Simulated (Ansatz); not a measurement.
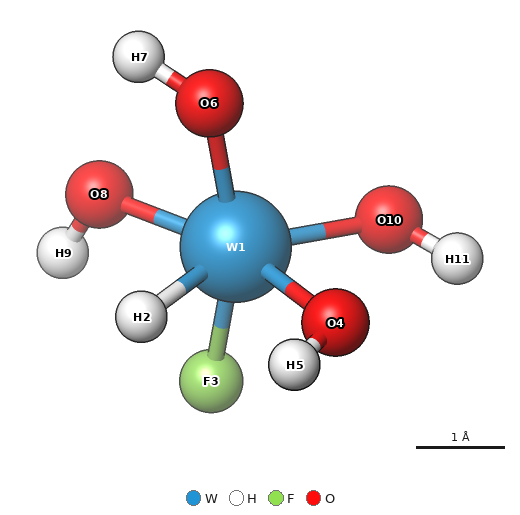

The input geometry (ball-and-stick view, seen at a tilt; atoms are numbered from 1 in the order of the input). Sticks mark near contacts. Bond lengths as drawn: F–W 1.90 Å, H–O 0.97 to 0.98 Å, H–W 1.73 Å and O–W 1.88 to 1.96 Å.

# Molecular dynamics, with input and output: WH$_{5}$O$_{4}$F (part 1 of 6)

The run: molecular dynamics of WH$_{5}$O$_{4}$F. Method and program: RKS PBE/def2-SVP (Ansatz 0.2.0).

It belongs to a series of runs on one base structure; here: dynamics from the start. Figures and captions count atoms from 1; the log counts them from 0 in places.

### Input file
```yaml
crystal:
  periodic: [false, false, false]
  atoms:
    - { symbol: W, position_ang: [-0.125878, -0.035131, -0.192806] }
    - { symbol: H, position_ang: [-0.058985, 0.664529, 1.390373] }
    - { symbol: F, position_ang: [1.720416, -0.381312, 0.089493] }
    - { symbol: O, position_ang: [0.029411, 1.90315, -0.460405] }
    - { symbol: H, position_ang: [0.060673, 2.441298, 0.35074] }
    - { symbol: O, position_ang: [-2.00151, -0.156505, -0.065776] }
    - { symbol: H, position_ang: [-2.44627, -0.85917, 0.446826] }
    - { symbol: O, position_ang: [-0.252093, -1.782269, 0.647179] }
    - { symbol: H, position_ang: [0.583069, -2.153575, 0.992852] }
    - { symbol: O, position_ang: [0.078184, 0.086556, -2.08493] }
    - { symbol: H, position_ang: [0.320983, 0.938529, -2.504646] }
basis:
  gaussian: { orbitals: def2-SVP }
hamiltonian:
  xc: pbe
md:
  timestep: 0.5
  n_steps: 250
  ensemble: nve
  temperature: 500.0
  initial_velocities: maxwell_boltzmann
  seed: 652271
```

Launched with:
```bash
ansatz run input.yaml --threads 4 --pin off --max-ram 5120MiB --backend cpu --events-out ev --progress --plain --runs-dir out
```

### Output
```
Engine: ansatz 0.2.0, aarch64-unknown-linux-gnu
Functional definition: PBE
  parameter kappa = 0.804
  parameter beta = 0.06672455060314922
  exchange = pbe_x(kappa = kappa, mu = beta*pi^2/3)
  correlation = pbe_c(beta = beta)
1317 factors; their error is unknown
mean field evaluation 1: about -12775.4423 eV, gradient 1.1e2 eV
mean field evaluation 2: about -12503.6693 eV, gradient 3.4e2 eV
mean field evaluation 4: about -12795.4427 eV, gradient 4.2e1 eV
mean field evaluation 8: about -12798.7657 eV, gradient 1.9e0 eV
mean field evaluation 16: about -12798.7060 eV, gradient 2.6e-2 eV
mean field -12798.70603502 eV, -470.3437715123 hartree, gradient 2.5e-5 eV, S^2 0.000000; 0 other end points of the search recorded, 0 dependent functions left out
the calculation of the forces begins
reference -12798.70610694 eV, -470.3437741554 hartree; 30, 30 occupied and 97, 97 virtual orbitals, 1317 factors
md step     0: t =     0.00 fs  T =   500.0 K  F+E_penalty+E_count = -12798.70603502 eV  E_kin = 0.581670 eV  conserved = -12798.12436502 eV  (35 SCF iters)
these checks for a lower state are left out or cut short: starts, cluster_reference, orbital_swaps, neighbouring_geometries, increment
1317 factors; their error is unknown
mean field -12798.68679065 eV, -470.3430642949 hartree, gradient 1.1e-5 eV, S^2 0.000000; 0 other end points of the search recorded, 0 dependent functions left out
the calculation of the forces begins
reference -12798.68686264 eV, -470.3430669403 hartree; 30, 30 occupied and 97, 97 virtual orbitals, 1317 factors
md step     1: t =     0.50 fs  T =   483.7 K  F+E_penalty+E_count = -12798.68679065 eV  E_kin = 0.562673 eV  conserved = -12798.12411732 eV  (34 SCF iters)
[... from here on the SCF iterations and repeated set-up lines of each step are left out, up to the last step ...]
md step     2: t =     1.00 fs  T =   441.0 K  F+E_penalty+E_count = -12798.63577212 eV  E_kin = 0.513078 eV  conserved = -12798.12269368 eV  (34 SCF iters)
md step     3: t =     1.50 fs  T =   391.4 K  F+E_penalty+E_count = -12798.57602660 eV  E_kin = 0.455276 eV  conserved = -12798.12075015 eV  (34 SCF iters)
md step     4: t =     2.00 fs  T =   359.2 K  F+E_penalty+E_count = -12798.53749335 eV  E_kin = 0.417864 eV  conserved = -12798.11962945 eV  (34 SCF iters)
md step     5: t =     2.50 fs  T =   358.4 K  F+E_penalty+E_count = -12798.53713301 eV  E_kin = 0.416931 eV  conserved = -12798.12020170 eV  (34 SCF iters)
md step     6: t =     3.00 fs  T =   382.1 K  F+E_penalty+E_count = -12798.56644599 eV  E_kin = 0.444520 eV  conserved = -12798.12192586 eV  (34 SCF iters)
md step     7: t =     3.50 fs  T =   408.8 K  F+E_penalty+E_count = -12798.59910868 eV  E_kin = 0.475613 eV  conserved = -12798.12349535 eV  (34 SCF iters)
md step     8: t =     4.00 fs  T =   417.7 K  F+E_penalty+E_count = -12798.61006489 eV  E_kin = 0.485977 eV  conserved = -12798.12408760 eV  (34 SCF iters)
md step     9: t =     4.50 fs  T =   399.6 K  F+E_penalty+E_count = -12798.58852805 eV  E_kin = 0.464825 eV  conserved = -12798.12370271 eV  (33 SCF iters)
md step    10: t =     5.00 fs  T =   357.8 K  F+E_penalty+E_count = -12798.53903079 eV  E_kin = 0.416293 eV  conserved = -12798.12273796 eV  (34 SCF iters)
md step    11: t =     5.50 fs  T =   304.5 K  F+E_penalty+E_count = -12798.47584148 eV  E_kin = 0.354238 eV  conserved = -12798.12160317 eV  (35 SCF iters)
md step    12: t =     6.00 fs  T =   254.3 K  F+E_penalty+E_count = -12798.41648713 eV  E_kin = 0.295861 eV  conserved = -12798.12062570 eV  (34 SCF iters)
md step    13: t =     6.50 fs  T =   220.2 K  F+E_penalty+E_count = -12798.37627226 eV  E_kin = 0.256196 eV  conserved = -12798.12007593 eV  (33 SCF iters)
md step    14: t =     7.00 fs  T =   209.4 K  F+E_penalty+E_count = -12798.36379145 eV  E_kin = 0.243650 eV  conserved = -12798.12014113 eV  (34 SCF iters)
md step    15: t =     7.50 fs  T =   221.0 K  F+E_penalty+E_count = -12798.37796352 eV  E_kin = 0.257122 eV  conserved = -12798.12084107 eV  (34 SCF iters)
md step    16: t =     8.00 fs  T =   245.7 K  F+E_penalty+E_count = -12798.40781700 eV  E_kin = 0.285832 eV  conserved = -12798.12198540 eV  (34 SCF iters)
md step    17: t =     8.50 fs  T =   268.6 K  F+E_penalty+E_count = -12798.43564017 eV  E_kin = 0.312432 eV  conserved = -12798.12320793 eV  (34 SCF iters)
md step    18: t =     9.00 fs  T =   274.2 K  F+E_penalty+E_count = -12798.44296744 eV  E_kin = 0.318943 eV  conserved = -12798.12402429 eV  (33 SCF iters)
md step    19: t =     9.50 fs  T =   253.1 K  F+E_penalty+E_count = -12798.41835602 eV  E_kin = 0.294434 eV  conserved = -12798.12392203 eV  (34 SCF iters)
md step    20: t =    10.00 fs  T =   208.4 K  F+E_penalty+E_count = -12798.36509765 eV  E_kin = 0.242448 eV  conserved = -12798.12264954 eV  (35 SCF iters)
md step    21: t =    10.50 fs  T =   157.7 K  F+E_penalty+E_count = -12798.30418872 eV  E_kin = 0.183489 eV  conserved = -12798.12069952 eV  (34 SCF iters)
md step    22: t =    11.00 fs  T =   126.0 K  F+E_penalty+E_count = -12798.26592178 eV  E_kin = 0.146555 eV  conserved = -12798.11936646 eV  (34 SCF iters)
md step    23: t =    11.50 fs  T =   129.6 K  F+E_penalty+E_count = -12798.27047393 eV  E_kin = 0.150751 eV  conserved = -12798.11972325 eV  (34 SCF iters)
md step    24: t =    12.00 fs  T =   164.2 K  F+E_penalty+E_count = -12798.31250440 eV  E_kin = 0.191054 eV  conserved = -12798.12145060 eV  (35 SCF iters)
md step    25: t =    12.50 fs  T =   208.4 K  F+E_penalty+E_count = -12798.36568440 eV  E_kin = 0.242476 eV  conserved = -12798.12320807 eV  (35 SCF iters)
md step    26: t =    13.00 fs  T =   239.1 K  F+E_penalty+E_count = -12798.40216135 eV  E_kin = 0.278172 eV  conserved = -12798.12398948 eV  (34 SCF iters)
md step    27: t =    13.50 fs  T =   244.5 K  F+E_penalty+E_count = -12798.40815370 eV  E_kin = 0.284464 eV  conserved = -12798.12368939 eV  (34 SCF iters)
md step    28: t =    14.00 fs  T =   226.9 K  F+E_penalty+E_count = -12798.38665738 eV  E_kin = 0.263936 eV  conserved = -12798.12272111 eV  (34 SCF iters)
md step    29: t =    14.50 fs  T =   197.9 K  F+E_penalty+E_count = -12798.35175467 eV  E_kin = 0.230195 eV  conserved = -12798.12155968 eV  (33 SCF iters)
md step    30: t =    15.00 fs  T =   172.5 K  F+E_penalty+E_count = -12798.32120694 eV  E_kin = 0.200622 eV  conserved = -12798.12058540 eV  (34 SCF iters)
md step    31: t =    15.50 fs  T =   163.4 K  F+E_penalty+E_count = -12798.31017051 eV  E_kin = 0.190089 eV  conserved = -12798.12008193 eV  (33 SCF iters)
md step    32: t =    16.00 fs  T =   177.3 K  F+E_penalty+E_count = -12798.32650254 eV  E_kin = 0.206296 eV  conserved = -12798.12020689 eV  (34 SCF iters)
md step    33: t =    16.50 fs  T =   212.6 K  F+E_penalty+E_count = -12798.36822263 eV  E_kin = 0.247288 eV  conserved = -12798.12093467 eV  (34 SCF iters)
md step    34: t =    17.00 fs  T =   259.5 K  F+E_penalty+E_count = -12798.42394907 eV  E_kin = 0.301894 eV  conserved = -12798.12205486 eV  (34 SCF iters)
md step    35: t =    17.50 fs  T =   303.5 K  F+E_penalty+E_count = -12798.47631371 eV  E_kin = 0.353083 eV  conserved = -12798.12323089 eV  (34 SCF iters)
md step    36: t =    18.00 fs  T =   329.6 K  F+E_penalty+E_count = -12798.50747390 eV  E_kin = 0.383427 eV  conserved = -12798.12404706 eV  (34 SCF iters)
md step    37: t =    18.50 fs  T =   328.2 K  F+E_penalty+E_count = -12798.50584930 eV  E_kin = 0.381795 eV  conserved = -12798.12405449 eV  (34 SCF iters)
md step    38: t =    19.00 fs  T =   300.8 K  F+E_penalty+E_count = -12798.47295376 eV  E_kin = 0.349973 eV  conserved = -12798.12298092 eV  (35 SCF iters)
md step    39: t =    19.50 fs  T =   262.7 K  F+E_penalty+E_count = -12798.42681767 eV  E_kin = 0.305657 eV  conserved = -12798.12116108 eV  (34 SCF iters)
md step    40: t =    20.00 fs  T =   237.4 K  F+E_penalty+E_count = -12798.39593543 eV  E_kin = 0.276214 eV  conserved = -12798.11972107 eV  (34 SCF iters)
md step    41: t =    20.50 fs  T =   242.7 K  F+E_penalty+E_count = -12798.40216346 eV  E_kin = 0.282363 eV  conserved = -12798.11980081 eV  (36 SCF iters)
md step    42: t =    21.00 fs  T =   277.6 K  F+E_penalty+E_count = -12798.44428713 eV  E_kin = 0.322936 eV  conserved = -12798.12135144 eV  (34 SCF iters)
md step    43: t =    21.50 fs  T =   322.9 K  F+E_penalty+E_count = -12798.49875834 eV  E_kin = 0.375592 eV  conserved = -12798.12316604 eV  (34 SCF iters)
md step    44: t =    22.00 fs  T =   355.0 K  F+E_penalty+E_count = -12798.53713456 eV  E_kin = 0.413008 eV  conserved = -12798.12412669 eV  (34 SCF iters)
md step    45: t =    22.50 fs  T =   360.3 K  F+E_penalty+E_count = -12798.54307147 eV  E_kin = 0.419101 eV  conserved = -12798.12397019 eV  (34 SCF iters)
md step    46: t =    23.00 fs  T =   338.9 K  F+E_penalty+E_count = -12798.51732155 eV  E_kin = 0.394274 eV  conserved = -12798.12304712 eV  (34 SCF iters)
md step    47: t =    23.50 fs  T =   301.9 K  F+E_penalty+E_count = -12798.47311062 eV  E_kin = 0.351259 eV  conserved = -12798.12185148 eV  (34 SCF iters)
md step    48: t =    24.00 fs  T =   264.6 K  F+E_penalty+E_count = -12798.42857335 eV  E_kin = 0.307767 eV  conserved = -12798.12080658 eV  (34 SCF iters)
md step    49: t =    24.50 fs  T =   240.4 K  F+E_penalty+E_count = -12798.39988228 eV  E_kin = 0.279659 eV  conserved = -12798.12022322 eV  (34 SCF iters)
md step    50: t =    25.00 fs  T =   237.2 K  F+E_penalty+E_count = -12798.39614448 eV  E_kin = 0.275887 eV  conserved = -12798.12025777 eV  (35 SCF iters)
md step    51: t =    25.50 fs  T =   254.4 K  F+E_penalty+E_count = -12798.41684113 eV  E_kin = 0.295973 eV  conserved = -12798.12086854 eV  (33 SCF iters)
md step    52: t =    26.00 fs  T =   284.2 K  F+E_penalty+E_count = -12798.45242872 eV  E_kin = 0.330581 eV  conserved = -12798.12184763 eV  (34 SCF iters)
md step    53: t =    26.50 fs  T =   313.5 K  F+E_penalty+E_count = -12798.48763606 eV  E_kin = 0.364730 eV  conserved = -12798.12290604 eV  (34 SCF iters)
md step    54: t =    27.00 fs  T =   328.8 K  F+E_penalty+E_count = -12798.50620314 eV  E_kin = 0.382484 eV  conserved = -12798.12371931 eV  (35 SCF iters)
md step    55: t =    27.50 fs  T =   320.1 K  F+E_penalty+E_count = -12798.49625503 eV  E_kin = 0.372329 eV  conserved = -12798.12392625 eV  (35 SCF iters)
md step    56: t =    28.00 fs  T =   286.0 K  F+E_penalty+E_count = -12798.45598471 eV  E_kin = 0.332763 eV  conserved = -12798.12322152 eV  (35 SCF iters)
md step    57: t =    28.50 fs  T =   237.4 K  F+E_penalty+E_count = -12798.39785078 eV  E_kin = 0.276170 eV  conserved = -12798.12168081 eV  (35 SCF iters)
md step    58: t =    29.00 fs  T =   194.6 K  F+E_penalty+E_count = -12798.34648215 eV  E_kin = 0.226388 eV  conserved = -12798.12009385 eV  (35 SCF iters)
md step    59: t =    29.50 fs  T =   177.6 K  F+E_penalty+E_count = -12798.32621111 eV  E_kin = 0.206579 eV  conserved = -12798.11963178 eV  (35 SCF iters)
md step    60: t =    30.00 fs  T =   191.9 K  F+E_penalty+E_count = -12798.34393138 eV  E_kin = 0.223195 eV  conserved = -12798.12073662 eV  (34 SCF iters)
md step    61: t =    30.50 fs  T =   223.8 K  F+E_penalty+E_count = -12798.38290951 eV  E_kin = 0.260345 eV  conserved = -12798.12256428 eV  (34 SCF iters)
md step    62: t =    31.00 fs  T =   250.2 K  F+E_penalty+E_count = -12798.41497311 eV  E_kin = 0.291118 eV  conserved = -12798.12385513 eV  (34 SCF iters)
md step    63: t =    31.50 fs  T =   253.7 K  F+E_penalty+E_count = -12798.41918216 eV  E_kin = 0.295172 eV  conserved = -12798.12401016 eV  (35 SCF iters)
md step    64: t =    32.00 fs  T =   230.7 K  F+E_penalty+E_count = -12798.39158872 eV  E_kin = 0.268374 eV  conserved = -12798.12321447 eV  (34 SCF iters)
md step    65: t =    32.50 fs  T =   190.2 K  F+E_penalty+E_count = -12798.34326237 eV  E_kin = 0.221266 eV  conserved = -12798.12199660 eV  (34 SCF iters)
md step    66: t =    33.00 fs  T =   147.5 K  F+E_penalty+E_count = -12798.29245365 eV  E_kin = 0.171572 eV  conserved = -12798.12088134 eV  (35 SCF iters)
md step    67: t =    33.50 fs  T =   117.0 K  F+E_penalty+E_count = -12798.25631613 eV  E_kin = 0.136077 eV  conserved = -12798.12023932 eV  (35 SCF iters)
md step    68: t =    34.00 fs  T =   107.2 K  F+E_penalty+E_count = -12798.24490730 eV  E_kin = 0.124694 eV  conserved = -12798.12021324 eV  (36 SCF iters)
md step    69: t =    34.50 fs  T =   118.7 K  F+E_penalty+E_count = -12798.25876189 eV  E_kin = 0.138046 eV  conserved = -12798.12071627 eV  (37 SCF iters)
md step    70: t =    35.00 fs  T =   144.9 K  F+E_penalty+E_count = -12798.29008443 eV  E_kin = 0.168556 eV  conserved = -12798.12152833 eV  (37 SCF iters)
md step    71: t =    35.50 fs  T =   175.1 K  F+E_penalty+E_count = -12798.32615996 eV  E_kin = 0.203747 eV  conserved = -12798.12241329 eV  (36 SCF iters)
md step    72: t =    36.00 fs  T =   197.8 K  F+E_penalty+E_count = -12798.35323477 eV  E_kin = 0.230079 eV  conserved = -12798.12315549 eV  (36 SCF iters)
md step    73: t =    36.50 fs  T =   203.5 K  F+E_penalty+E_count = -12798.36021220 eV  E_kin = 0.236696 eV  conserved = -12798.12351619 eV  (36 SCF iters)
md step    74: t =    37.00 fs  T =   188.5 K  F+E_penalty+E_count = -12798.34256610 eV  E_kin = 0.219338 eV  conserved = -12798.12322772 eV  (36 SCF iters)
md step    75: t =    37.50 fs  T =   158.2 K  F+E_penalty+E_count = -12798.30624942 eV  E_kin = 0.184082 eV  conserved = -12798.12216771 eV  (36 SCF iters)
md step    76: t =    38.00 fs  T =   127.3 K  F+E_penalty+E_count = -12798.26883333 eV  E_kin = 0.148135 eV  conserved = -12798.12069852 eV  (36 SCF iters)
md step    77: t =    38.50 fs  T =   114.7 K  F+E_penalty+E_count = -12798.25320684 eV  E_kin = 0.133445 eV  conserved = -12798.11976218 eV  (35 SCF iters)
md step    78: t =    39.00 fs  T =   131.7 K  F+E_penalty+E_count = -12798.27337601 eV  E_kin = 0.153179 eV  conserved = -12798.12019717 eV  (34 SCF iters)
md step    79: t =    39.50 fs  T =   172.6 K  F+E_penalty+E_count = -12798.32256346 eV  E_kin = 0.200779 eV  conserved = -12798.12178490 eV  (35 SCF iters)
md step    80: t =    40.00 fs  T =   217.6 K  F+E_penalty+E_count = -12798.37656539 eV  E_kin = 0.253189 eV  conserved = -12798.12337671 eV  (34 SCF iters)
md step    81: t =    40.50 fs  T =   246.2 K  F+E_penalty+E_count = -12798.41046643 eV  E_kin = 0.286463 eV  conserved = -12798.12400320 eV  (34 SCF iters)
md step    82: t =    41.00 fs  T =   249.1 K  F+E_penalty+E_count = -12798.41334739 eV  E_kin = 0.289818 eV  conserved = -12798.12352970 eV  (34 SCF iters)
md step    83: t =    41.50 fs  T =   230.9 K  F+E_penalty+E_count = -12798.39109712 eV  E_kin = 0.268668 eV  conserved = -12798.12242866 eV  (34 SCF iters)
md step    84: t =    42.00 fs  T =   205.0 K  F+E_penalty+E_count = -12798.35977075 eV  E_kin = 0.238463 eV  conserved = -12798.12130796 eV  (34 SCF iters)
md step    85: t =    42.50 fs  T =   185.4 K  F+E_penalty+E_count = -12798.33634464 eV  E_kin = 0.215738 eV  conserved = -12798.12060664 eV  (34 SCF iters)
md step    86: t =    43.00 fs  T =   181.6 K  F+E_penalty+E_count = -12798.33175623 eV  E_kin = 0.211277 eV  conserved = -12798.12047945 eV  (33 SCF iters)
md step    87: t =    43.50 fs  T =   195.5 K  F+E_penalty+E_count = -12798.34821724 eV  E_kin = 0.227383 eV  conserved = -12798.12083417 eV  (34 SCF iters)
md step    88: t =    44.00 fs  T =   222.6 K  F+E_penalty+E_count = -12798.38037597 eV  E_kin = 0.258908 eV  conserved = -12798.12146815 eV  (35 SCF iters)
md step    89: t =    44.50 fs  T =   254.6 K  F+E_penalty+E_count = -12798.41836828 eV  E_kin = 0.296175 eV  conserved = -12798.12219282 eV  (35 SCF iters)
md step    90: t =    45.00 fs  T =   282.0 K  F+E_penalty+E_count = -12798.45089066 eV  E_kin = 0.328027 eV  conserved = -12798.12286319 eV  (35 SCF iters)
md step    91: t =    45.50 fs  T =   296.1 K  F+E_penalty+E_count = -12798.46775669 eV  E_kin = 0.344430 eV  conserved = -12798.12332631 eV  (35 SCF iters)
md step    92: t =    46.00 fs  T =   291.5 K  F+E_penalty+E_count = -12798.46253843 eV  E_kin = 0.339165 eV  conserved = -12798.12337308 eV  (35 SCF iters)
md step    93: t =    46.50 fs  T =   269.1 K  F+E_penalty+E_count = -12798.43581390 eV  E_kin = 0.313019 eV  conserved = -12798.12279453 eV  (35 SCF iters)
md step    94: t =    47.00 fs  T =   237.5 K  F+E_penalty+E_count = -12798.39794672 eV  E_kin = 0.276321 eV  conserved = -12798.12162560 eV  (34 SCF iters)
md step    95: t =    47.50 fs  T =   212.6 K  F+E_penalty+E_count = -12798.36773016 eV  E_kin = 0.247279 eV  conserved = -12798.12045107 eV  (34 SCF iters)
md step    96: t =    48.00 fs  T =   208.7 K  F+E_penalty+E_count = -12798.36304426 eV  E_kin = 0.242827 eV  conserved = -12798.12021694 eV  (34 SCF iters)
md step    97: t =    48.50 fs  T =   228.5 K  F+E_penalty+E_count = -12798.38711659 eV  E_kin = 0.265820 eV  conserved = -12798.12129665 eV  (34 SCF iters)
md step    98: t =    49.00 fs  T =   258.4 K  F+E_penalty+E_count = -12798.42352664 eV  E_kin = 0.300614 eV  conserved = -12798.12291247 eV  (34 SCF iters)
md step    99: t =    49.50 fs  T =   278.2 K  F+E_penalty+E_count = -12798.44752127 eV  E_kin = 0.323633 eV  conserved = -12798.12388822 eV  (35 SCF iters)
md step   100: t =    50.00 fs  T =   274.7 K  F+E_penalty+E_count = -12798.44329478 eV  E_kin = 0.319577 eV  conserved = -12798.12371752 eV  (35 SCF iters)
md step   101: t =    50.50 fs  T =   248.8 K  F+E_penalty+E_count = -12798.41211099 eV  E_kin = 0.289386 eV  conserved = -12798.12272479 eV  (35 SCF iters)
md step   102: t =    51.00 fs  T =   211.9 K  F+E_penalty+E_count = -12798.36811531 eV  E_kin = 0.246544 eV  conserved = -12798.12157111 eV  (35 SCF iters)
md step   103: t =    51.50 fs  T =   178.6 K  F+E_penalty+E_count = -12798.32855990 eV  E_kin = 0.207778 eV  conserved = -12798.12078223 eV  (35 SCF iters)
md step   104: t =    52.00 fs  T =   159.1 K  F+E_penalty+E_count = -12798.30559249 eV  E_kin = 0.185038 eV  conserved = -12798.12055433 eV  (34 SCF iters)
md step   105: t =    52.50 fs  T =   156.5 K  F+E_penalty+E_count = -12798.30289194 eV  E_kin = 0.182093 eV  conserved = -12798.12079899 eV  (34 SCF iters)
md step   106: t =    53.00 fs  T =   168.0 K  F+E_penalty+E_count = -12798.31671545 eV  E_kin = 0.195403 eV  conserved = -12798.12131227 eV  (34 SCF iters)
md step   107: t =    53.50 fs  T =   186.6 K  F+E_penalty+E_count = -12798.33894895 eV  E_kin = 0.217033 eV  conserved = -12798.12191582 eV  (34 SCF iters)
md step   108: t =    54.00 fs  T =   204.2 K  F+E_penalty+E_count = -12798.36001574 eV  E_kin = 0.237523 eV  conserved = -12798.12249250 eV  (34 SCF iters)
md step   109: t =    54.50 fs  T =   213.2 K  F+E_penalty+E_count = -12798.37099314 eV  E_kin = 0.248055 eV  conserved = -12798.12293786 eV  (34 SCF iters)
md step   110: t =    55.00 fs  T =   208.4 K  F+E_penalty+E_count = -12798.36551238 eV  E_kin = 0.242411 eV  conserved = -12798.12310113 eV  (34 SCF iters)
md step   111: t =    55.50 fs  T =   188.6 K  F+E_penalty+E_count = -12798.34223143 eV  E_kin = 0.219456 eV  conserved = -12798.12277543 eV  (33 SCF iters)
md step   112: t =    56.00 fs  T =   159.8 K  F+E_penalty+E_count = -12798.30776805 eV  E_kin = 0.185911 eV  conserved = -12798.12185688 eV  (34 SCF iters)
md step   113: t =    56.50 fs  T =   134.8 K  F+E_penalty+E_count = -12798.27752666 eV  E_kin = 0.156841 eV  conserved = -12798.12068543 eV  (34 SCF iters)
md step   114: t =    57.00 fs  T =   128.6 K  F+E_penalty+E_count = -12798.26976251 eV  E_kin = 0.149634 eV  conserved = -12798.12012821 eV  (33 SCF iters)
md step   115: t =    57.50 fs  T =   147.7 K  F+E_penalty+E_count = -12798.29266863 eV  E_kin = 0.171833 eV  conserved = -12798.12083526 eV  (34 SCF iters)
md step   116: t =    58.00 fs  T =   183.1 K  F+E_penalty+E_count = -12798.33536727 eV  E_kin = 0.213007 eV  conserved = -12798.12235994 eV  (34 SCF iters)
md step   117: t =    58.50 fs  T =   215.8 K  F+E_penalty+E_count = -12798.37452650 eV  E_kin = 0.250993 eV  conserved = -12798.12353395 eV  (34 SCF iters)
md step   118: t =    59.00 fs  T =   230.1 K  F+E_penalty+E_count = -12798.39135519 eV  E_kin = 0.267721 eV  conserved = -12798.12363444 eV  (34 SCF iters)
```
